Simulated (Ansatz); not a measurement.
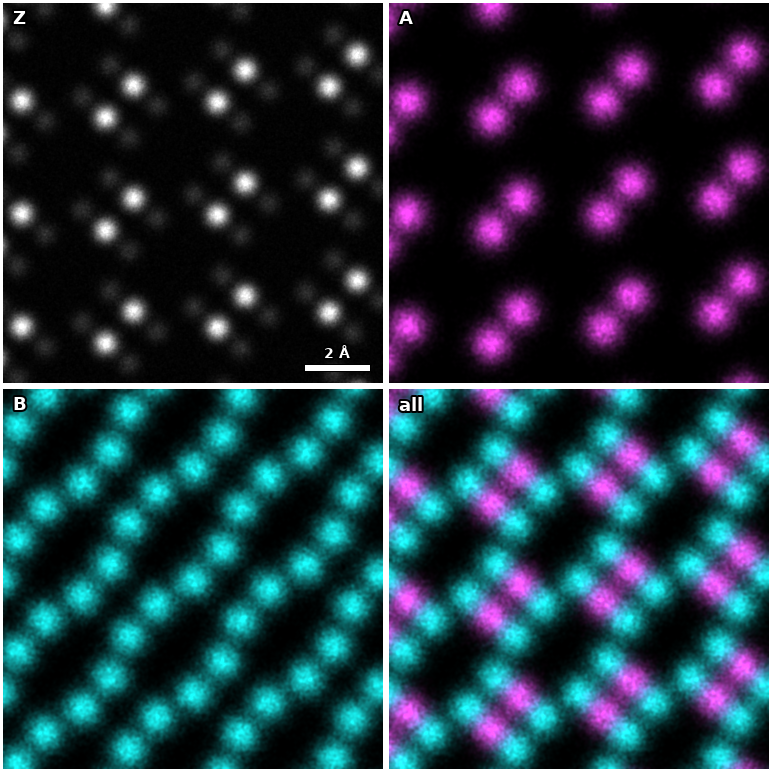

TiO₂ (I4_1/amd, No. 141) along [111]. Panel Z: Simulated incoherent Z contrast: every atom adds Z^1.8 spread by a probe of 0.55 Å full width; channelling and multiple scattering are left out. Shot noise was added. The other panels are simulated element maps (the number of atoms of one element along the beam, blurred by 0.9 Å, with counting noise; each on its own scale, no channelling); the last overlays them. Model: a calculation's starting geometry.

```xyz
12
Lattice="3.7971 0.0000 0.0000 0.0000 3.7971 0.0000 0.0000 0.0000 9.5790" Properties=species:S:1:pos:R:3 pbc="T T T"
Ti    0.0000    0.0000    0.0000
Ti    0.0000    1.8985    2.3948
O     0.0000    0.0000    1.9905
O     0.0000    1.8985    4.3853
O     0.0000    1.8985    0.4042
O     1.8985    1.8985    2.7990
Ti    1.8985    1.8985    4.7895
Ti    1.8985    0.0000    7.1843
O     1.8985    1.8985    6.7800
O     1.8985    0.0000    9.1748
O     1.8985    0.0000    5.1937
O     0.0000    0.0000    7.5885
```

> Which element does each lettered map show?

A: Ti, B: O. The projected cell (3.56 × 3.56 Å, 98°) holds 6 columns: 4 of O and 2 of Ti. No column is shared by two of the mapped elements.
